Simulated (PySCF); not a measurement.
# [CoCl2]+: relaxation and vibrations of the triplet

The task is one start of a wider search on [CoCl2]+: the triplet, from a linear start. It is relaxed, tested by its Hessian and followed downhill if it is a saddle.

Method: PBE0, basis Co def2-TZVP, Cl def2-TZVP, no relativity, density fitting; program: PySCF 2.14.0.

## 1. The starting structure

3 atoms, charge 1, spin multiplicity 3.

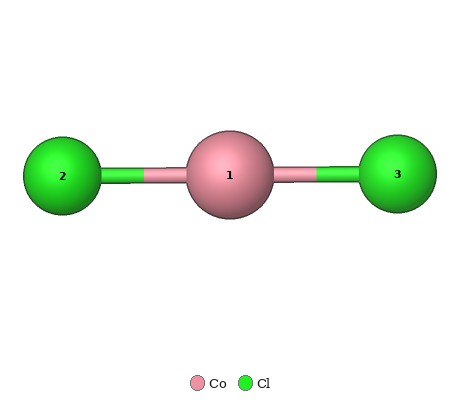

As it starts; cobalt pink, chlorine green; atoms are numbered from 1 in the order of the file.

```xyz
3
charge 1 multiplicity 3
Co    0.0000    0.0000    0.0000
Cl    0.0000    0.0000    2.0580
Cl    0.0000    0.0000   -2.0580
```

## 2. The SCF at the typed geometry

The steps below are one call of a driver around PySCF. For each, scf.py gives the equivalent set-up of the SCF; relaxations use the driver's own optimiser. After this first run the driver tries any further starts and a stability analysis.

scf.py

```python
from pyscf import gto, scf, dft
mol = gto.M(atom='''
Co     0.000000     0.000000     0.000000
Cl     0.000000     0.000000     2.058000
Cl     0.000000     0.000000    -2.058000''',
    basis={'Co': 'def2-TZVP', 'Cl': 'def2-TZVP'},
    charge=1, spin=2)
mf = dft.UKS(mol, xc='PBE0')
mf.grids.atom_grid = (50, 194)
aux = {'Co': 'def2-universal-JKFIT', 'Cl': 'def2-universal-JKFIT'}
mf = mf.density_fit(auxbasis=aux)
mf.conv_tol = 1e-08
mf.diis_space = 10
mf.max_cycle = 60
mf.init_guess = 'minao'
mf.verbose = 4
mf.kernel()
```

The run is started by

```sh
> OMP_NUM_THREADS=4 python axn.py task.json out
```

Log:

```text
init E= -2301.83905154896
[... the frontier-level lines of each cycle are left out ...]
cycle= 1 E= -2284.43910295545  delta_E= 17.4  |g|= 5.71  |ddm|= 13.4
cycle= 2 E= -2230.15594169282  delta_E= 54.3  |g|= 13.8  |ddm|= 16.9
cycle= 3 E= -2277.85339725973  delta_E= -47.7  |g|=  9.7  |ddm|= 7.47
cycle= 4 E= -2284.80352855493  delta_E= -6.95  |g|= 8.28  |ddm|= 1.59
cycle= 5 E= -2293.58602246801  delta_E= -8.78  |g|= 5.93  |ddm|= 3.04
cycle= 6 E= -2295.30104398263  delta_E= -1.72  |g|= 5.06  |ddm|= 0.431
cycle= 7 E= -2301.96254789111  delta_E= -6.66  |g|= 0.891  |ddm|= 2.54
cycle= 8 E= -2302.25566571968  delta_E= -0.293  |g|= 0.419  |ddm|= 0.874
cycle= 9 E= -2302.25788925793  delta_E= -0.00222  |g|= 0.423  |ddm|= 0.144
cycle= 10 E= -2302.24491968557  delta_E= 0.013  |g|= 0.48  |ddm|= 0.0191
cycle= 11 E= -2302.30763253953  delta_E= -0.0627  |g|= 0.0773  |ddm|= 0.214
cycle= 12 E= -2302.30954995082  delta_E= -0.00192  |g|= 0.0419  |ddm|= 0.034
cycle= 13 E= -2302.31049205724  delta_E= -0.000942  |g|= 0.0348  |ddm|= 0.0328
cycle= 14 E= -2302.30905071147  delta_E= 0.00144  |g|= 0.0399  |ddm|= 0.0608
cycle= 15 E= -2302.30911020953  delta_E= -5.95e-05  |g|= 0.0118  |ddm|= 0.0602
cycle= 16 E= -2302.30932210484  delta_E= -0.000212  |g|= 0.00416  |ddm|= 0.0309
cycle= 17 E= -2302.30939980321  delta_E= -7.77e-05  |g|= 0.00189  |ddm|= 0.0186
cycle= 18 E= -2302.30945382442  delta_E= -5.4e-05  |g|= 0.00173  |ddm|= 0.0216
cycle= 19 E= -2302.30946404585  delta_E= -1.02e-05  |g|= 0.00151  |ddm|= 0.00617
cycle= 20 E= -2302.30948315068  delta_E= -1.91e-05  |g|= 0.000741  |ddm|= 0.0163
cycle= 21 E= -2302.30948735315  delta_E= -4.2e-06  |g|= 0.000929  |ddm|= 0.00537
cycle= 22 E= -2302.30949129728  delta_E= -3.94e-06  |g|= 0.000646  |ddm|= 0.00522
cycle= 23 E= -2302.30949337104  delta_E= -2.07e-06  |g|= 0.000518  |ddm|= 0.00246
cycle= 24 E= -2302.30949258931  delta_E= 7.82e-07  |g|= 0.000499  |ddm|= 0.00214
cycle= 25 E= -2302.3094946058  delta_E= -2.02e-06  |g|= 0.000306  |ddm|= 0.00639
cycle= 26 E= -2302.30949532875  delta_E= -7.23e-07  |g|= 0.000239  |ddm|= 0.00441
cycle= 27 E= -2302.30949549029  delta_E= -1.62e-07  |g|= 0.000117  |ddm|= 0.00172
cycle= 28 E= -2302.30949551331  delta_E= -2.3e-08  |g|= 8.23e-05  |ddm|= 0.000282
cycle= 29 E= -2302.30949549684  delta_E= 1.65e-08  |g|= 7.19e-05  |ddm|= 0.000122
cycle= 30 E= -2302.30949546543  delta_E= 3.14e-08  |g|= 4.6e-05  |ddm|= 0.000497
cycle= 31 E= -2302.30949546619  delta_E= -7.58e-10  |g|= 4.11e-05  |ddm|= 0.000235
Extra cycle  E= -2302.30949545944  delta_E= 6.74e-09  |g|= 0.000114  |ddm|= 0.000149
converged SCF energy = -2302.30949545944  <S^2> = 2.047949  2S+1 = 3.0317975
```

This step, with its further starts and checks, needed 12 s of wall time on 4 threads of AMD EPYC 9R45 (Zen 5), shared host.

Energies from each starting density:

| start | energy (Eh) |
| --- | --- |
| the minimal-basis guess | -2302.309495 |
| a thermally smeared density | -2302.340578 |
| a smeared PBE density | -2302.340578 |

The first run landed in a state that is too high. Following the other starts and the instabilities gains 161.7 kJ/mol (-2302.37107 Eh), and the work goes on from there.

## 3. Relaxation: linear start, triplet

The program finds D∞h symmetry in the start, which this walk keeps. The walk stops when the largest gradient is under 0.0003 Eh/bohr and the energy has settled too.

Changes to scf.py since step 2:

```diff
@@ -15 +14,0 @@
-mf.init_guess = 'minao'
```

Steps of the walk:

| step | energy (Eh) | change (kJ/mol) | largest symmetric gradient (Eh/bohr) |
| --- | --- | --- | --- |
| 0 | -2302.371071 | 0.00 | 0.01000 |
| 1 | -2302.371604 | -1.40 | 0.00442 |
| 2 | -2302.371744 | -1.77 | 0.00039 |
| 3 | -2302.371746 | -1.77 | 0.00001 |

The walk took 4.1 s.

Positions (Å) and forces (eV/Å) along the way:

```
step 0
Co   0.000   0.000   0.000   0.000   0.000   0.001
Cl   0.000   0.000   2.058   0.000   0.000   0.514
Cl   0.000   0.000  -2.058   0.000   0.000  -0.515
step 1
Co   0.000   0.000   0.000   0.000   0.000   0.000
Cl   0.000   0.000   2.078   0.000   0.000   0.227
Cl   0.000   0.000  -2.078   0.000   0.000  -0.227
step 2
Co   0.000   0.000   0.000   0.000   0.000   0.000
Cl   0.000   0.000   2.093   0.000   0.000   0.020
Cl   0.000   0.000  -2.093   0.000   0.000  -0.020
step 3
Co   0.000   0.000   0.000   0.000   0.000   0.000
Cl   0.000   0.000   2.095   0.000   0.000   0.001
Cl   0.000   0.000  -2.095   0.000   0.000   0.000
```

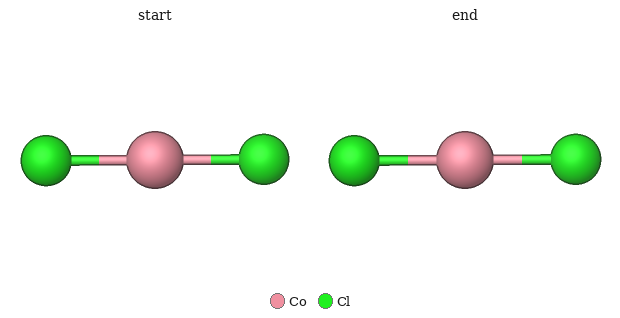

The geometry along the walk, at one scale.

It settles in D∞h symmetry, 1.8 kJ/mol below the start, after 3 steps: Co–Cl 2.095 Å (×2); Cl–Co–Cl 180.0°.

## 4. Is it a minimum? Harmonic modes

The point is checked on the finer grid, and tightened if its gradient asks for it. The Hessian and the dipole derivatives come from central differences of analytic gradients, with steps of 0.02 bohr.

Changes to scf.py since step 3:

```diff
@@ -4,2 +4,2 @@
-Cl     0.000000     0.000000     2.058000
-Cl     0.000000     0.000000    -2.058000''',
+Cl     0.000000     0.000000     2.094796
+Cl     0.000000     0.000000    -2.094796''',
@@ -9 +9 @@
-mf.grids.atom_grid = (50, 194)
+mf.grids.atom_grid = (75, 302)
@@ -12 +12 @@
-mf.conv_tol = 1e-08
+mf.conv_tol = 1e-10
```

The driver hands on the density of the step before, so the log starts near convergence.

Log of the central SCF (cycles and frontier levels):

```text
init E= -2302.3716534647
[... the frontier-level lines of each cycle are left out ...]
cycle= 1 E= -2302.37165346468  delta_E= 1.91e-11  |g|= 7.09e-06  |ddm|= 9.77e-06
Extra cycle  E= -2302.37165346421  delta_E= 4.68e-10  |g|= 2.74e-05  |ddm|= 3.47e-05
converged SCF energy = -2302.37165346421  <S^2> = 3.0160331  2S+1 = 3.6144339
```

The whole step took 16 s.

Geometry: D∞h; Co–Cl 2.095 Å (×2); Cl–Co–Cl 180.0°.

Modes, for the most abundant isotopes:

| ω (cm⁻¹) | IR (km/mol) |
| --- | --- |
| 55 | 7.8 |
| 92 | 7.9 |
| 316 | 0.0 |
| 402 | 141 |

Every mode is real; the point is a minimum.

The SCF density has lower symmetry than the nuclear frame, so the modes carry no labels; pairs that should be degenerate can split.

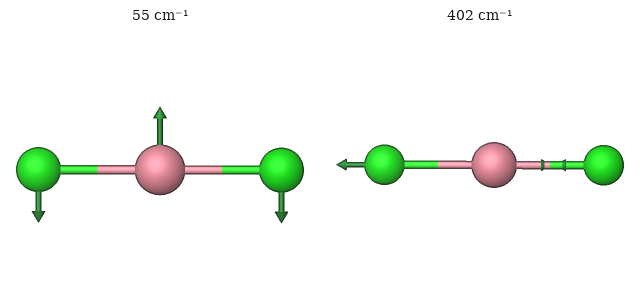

How the atoms move in 2 of the modes.

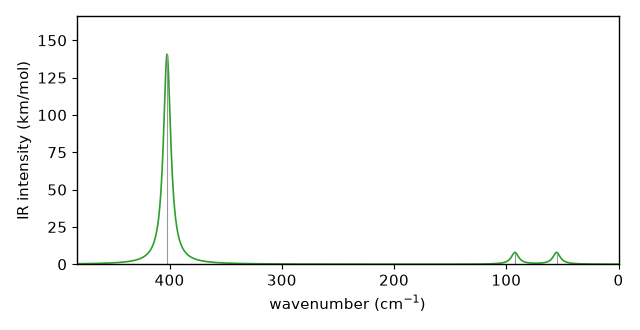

The harmonic infrared spectrum (widths in cm⁻¹). Lines are broadened to a width of 8 cm⁻¹ (Lorentzian).

Properties at this point:

```
Dipole moment about the centre of mass                          : 0.00 D
Highest occupied level                                          : -14.91 eV
Lowest empty level                                              : -13.12 eV
Rotational constants                                            : 0.05493 cm⁻¹
Zero-point energy                                               : 5.2 kJ/mol
Principal polarisabilities                                      : 27.0, 27.2, 193.8 bohr³
Principal traceless quadrupole moments about the centre of mass : -5.04, -2.77, 7.80 D Å
Entropy at 298.15 K and 1 bar (electronic part: spin only)      : 293.6 J/(mol K)
Heat capacity Cp at 298.15 K                                    : 58.6 J/(mol K)
Enthalpy at 298.15 K above 0 K                                  : 14.67 kJ/mol
Rotational symmetry number                                      : 2
Spin squared ⟨S²⟩                                               : 3.016
```

Populations by atom (charges in e):

| atom | Mulliken | Löwdin | polar tensor | spin (Mulliken) | Mayer order to Co1 |
| --- | --- | --- | --- | --- | --- |
| Co1 | 0.89 | 0.25 | 0.08 | 2.71 | – |
| Cl2,3 | 0.05 | 0.37 | 0.46 | -0.35 | 1.10 |

Outer orbital energies (eV). α occupied: -20.04, -18.86, -18.73, -16.73, -16.69, -16.04, -15.49, -14.91; empty: -13.12, -6.75, -5.02, -4.98. β occupied: -18.52, -18.39, -17.04, -16.80, -16.72, -16.38, -15.82, -15.63; empty: -10.97, -10.79, -10.38, -5.86.

Mulliken populations on Co1: s 6.48, p 12.36, d 7.27, f 0.00.

## 5. Outcome

| quantity | value |
| --- | --- |
| minimum | broken-symmetry (Ms = 1), D∞h |
| geometry | Co–Cl 2.095 Å (×2); Cl–Co–Cl 180.0° |
| wavenumbers (cm⁻¹) | 55, 92, 316, 402 |
| dipole moment (centre of mass) | 0.00 D |
| highest occupied, lowest empty level (either spin) | -14.91, -13.12 eV |
| polar-tensor charge of Co1 | +0.08 e |
| zero-point energy | 5.2 kJ/mol |
| entropy at 298.15 K | 293.6 J/(mol K) |
| ⟨S²⟩ | 3.016 |

In words: The linear start keeps its D∞h symmetry and ends in a minimum. The determinant is spin-contaminated (⟨S²⟩ = 3.02 against 2.00), so it is no pure spin state. The strongest infrared band lies at 402 cm⁻¹ (stretch). The first SCF alone would have been 162 kJ/mol too high. Only this shape and spin were tried, so other structures or states may lie lower. The SCF density has lower symmetry than the nuclear frame. Open d and f shells are described by one determinant, and the ground state may have another occupation or spin.

The search up to here took 32 s.
